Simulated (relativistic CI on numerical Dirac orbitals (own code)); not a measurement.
**Si⁵⁺: how the levels respond to the fine-structure constant**

How sensitive are the low transitions of Si⁵⁺ to a change of α? Wanted is q = dE/dx with x = (α/α0)² − 1, for the lowest 30 levels.

Program: relativistic CI on numerical Dirac orbitals (own code) version 3. Level of theory: Dirac-Coulomb-Breit CI, KLI orbitals optimised for each configuration, valence Slater integrals scaled by 0.85, P86 correlation energy added to each configuration, derivatives by finite differences. These are calculated values, not measurements, unless marked.

## 1. The system

* ion: Si⁵⁺ (Si VI)
* nuclear charge: 14
* electrons: 9
* isotope: A = 28
* first configuration: [He] 2s2 2p5

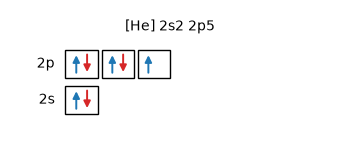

The shells outside the core, filled by Hund's rule for the drawing.

## 2. The run

Settings, as recorded:

```ini
atom Si  Z=14  charge=5  electrons=9
nucleus A=28  rms_radius_fm=3.1224
hamiltonian dirac-coulomb  breit=on  qed=off  c_scale=1
orbitals kli  potential=per-configuration
slater_scale 0.85
correlation p86
mixing on
configurations
  [He] 2s2 2p5
  [He] 2s 2p6
  [He] 2s2 2p4 3s
  [He] 2s2 2p4 3p
  [He] 2s2 2p4 3d
  [He] 2p6 3s
  [He] 2p6 3p
  [He] 2s 2p5 3s
end
derivatives alpha2 +-0.01
```

From the run's result record (rounded, not every field):

```text
{
  "status": "converged",
  "levels [i, E_cm, J2, conf, term, w_term]": [
    [0, 0, 3, "2s2 2p5", "2P*", 0.9997],
    [1, 5044.0054, 1, "2s2 2p5", "2P*", 0.9997],
    [2, 424580.99, 1, "2s 2p6", "2S", 0.9956],
    [3, 994567.64, 5, "2s2 2p4 3s", "4P", 0.9966],
    [4, 997660.63, 3, "2s2 2p4 3s", "4P", 0.9784],
    [5, 999483.8, 1, "2s2 2p4 3s", "4P", 0.9941],
    [6, 1008074.1, 3, "2s2 2p4 3s", "2P", 0.9737],
    [7, 1011714.8, 1, "2s2 2p4 3s", "2P", 0.9939],
    [8, 1040079, 5, "2s2 2p4 3s", "2D", 0.9958],
    [9, 1040143.7, 3, "2s2 2p4 3s", "2D", 0.9935],
    [10, 1073896.4, 5, "2s2 2p4 3p", "4P*", 0.9667],
    [11, 1074897.4, 3, "2s2 2p4 3p", "4P*", 0.9546],
    [12, 1076218.8, 1, "2s2 2p4 3p", "4P*", 0.9788],
    [13, 1082590.3, 7, "2s2 2p4 3p", "4D*", 0.9962],
    [14, 1083408.5, 1, "2s2 2p4 3s", "2S", 0.9715],
    [15, 1084347.7, 5, "2s2 2p4 3p", "4D*", 0.8871],
    [16, 1085878.5, 3, "2s2 2p4 3p", "4D*", 0.9574],
    [17, 1086653.8, 1, "2s2 2p4 3p", "4D*", 0.9919],
    [18, 1089991, 5, "2s2 2p4 3p", "2D*", 0.9041],
    [19, 1092544.1, 1, "2s2 2p4 3p", "2P*", 0.5708],
    [20, 1092811.8, 3, "2s2 2p4 3p", "2D*", 0.8458],
    [21, 1095157.8, 3, "2s2 2p4 3p", "4S*", 0.9013],
    [22, 1096018.4, 3, "2s2 2p4 3p", "2P*", 0.7873],
    [23, 1096833.1, 1, "2s2 2p4 3p", "2S*", 0.5798],
    [24, 1122761.5, 5, "2s2 2p4 3p", "2F*", 0.9921],
    [25, 1123420, 7, "2s2 2p4 3p", "2F*", 0.9962],
    [26, 1131433.3, 3, "2s2 2p4 3p", "2D*", 0.9948],
    [27, 1131830.4, 5, "2s2 2p4 3p", "2D*", 0.9953],
    [28, 1151589.4, 3, "2s2 2p4 3p", "2P*", 0.9927],
    [29, 1153134.1, 1, "2s2 2p4 3p", "2P*", 0.9955]
  ],
  "sensitivity [i, q_alpha_cm]": [
    [0, 0],
    [1, 5065],
    [2, 7904],
    [3, -1761],
    [4, 1176],
    [5, 3073],
    [6, -628.2],
    [7, 2795],
    [8, 646.1],
    [9, 751.8],
    [10, 3.787],
    [11, 686.4],
    [12, 2417],
    [13, -464.1],
    [14, 1504],
    [15, 927.2],
    [16, 2856],
    [17, 3619],
    [18, 1007],
    [19, -863.4],
    [20, 2789],
    [21, 1853],
    [22, 2912],
    [23, 3175],
    [24, 1332],
    [25, 2000],
    [26, 1427],
    [27, 1861],
    [28, 1250],
    [29, 2581]
  ],
  "n_levels_all": 30,
  "configurations [conf, odd, states]": [
    ["2s2 2p5", 1, 6],
    ["2s 2p6", 0, 2],
    ["2s2 2p4 3s", 0, 30],
    ["2s2 2p4 3p", 1, 90],
    ["2s2 2p4 3d", 0, 150],
    ["2p6 3s", 0, 2],
    ["2p6 3p", 1, 6],
    ["2s 2p5 3s", 1, 24]
  ]
}
```

Wall time 0.5 s (1 thread, shared host).

The relative sensitivity K = 2q/E of the transition from the lowest level:

| level | energy (eV) | q (cm⁻¹) | K |
| --- | --- | --- | --- |
| 2p5 2P°1/2 | 0.63 | 5065 | 2.008 |
| 2s 2p6 2S1/2 | 52.64 | 7904 | 0.037 |
| 2p4 3s 4P5/2 | 123.31 | -1761 | -0.004 |
| 2p4 3s 4P3/2 | 123.69 | 1176 | 0.002 |
| 2p4 3s 4P1/2 | 123.92 | 3073 | 0.006 |
| 2p4 3s 2P3/2 | 124.99 | -628.2 | -0.001 |
| 2p4 3s 2P1/2 | 125.44 | 2795 | 0.006 |
| 2p4 3s 2D5/2 | 128.95 | 646.1 | 0.001 |
| 2p4 3s 2D3/2 | 128.96 | 751.8 | 0.001 |
| 2p4 3p 4P°5/2 | 133.15 | 3.787 | 0.000 |
| 2p4 3p 4P°3/2 | 133.27 | 686.4 | 0.001 |
| 2p4 3p 4P°1/2 | 133.43 | 2417 | 0.004 |
| 2p4 3p 4D°7/2 | 134.22 | -464.1 | -0.001 |
| 2p4 3s 2S1/2 | 134.33 | 1504 | 0.003 |
| 2p4 3p 4D°5/2 | 134.44 | 927.2 | 0.002 |
| 2p4 3p 4D°3/2 | 134.63 | 2856 | 0.005 |
| 2p4 3p 4D°1/2 | 134.73 | 3619 | 0.007 |

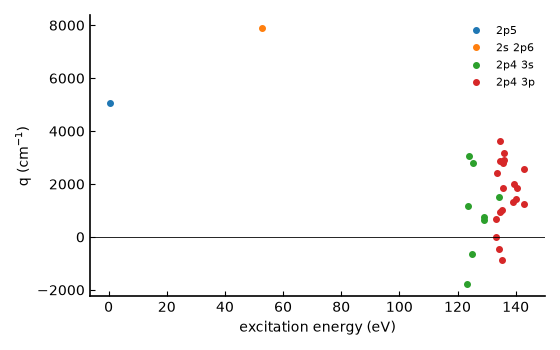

q against excitation energy, by configuration.

## 3. Results

| quantity | value |
| --- | --- |
| lowest level | 2p5 2P°3/2 |
| largest q in size, lowest 30 levels | 7904 cm⁻¹ (2s 2p6 2S1/2) |
| largest K in size within the lowest configuration | 2.01 (2p5 2P°1/2) |

What this shows: Among these levels the largest q belongs to 2s 2p6 2S1/2, a change of configuration. The fine-structure partner 2P°1/2 has K = 2.01, close to the 2 of an interval that scales as α². K = 2q/E, the relative sensitivity of a level, hangs on the computed energy: between configurations that lie close it can be off by a factor of several.
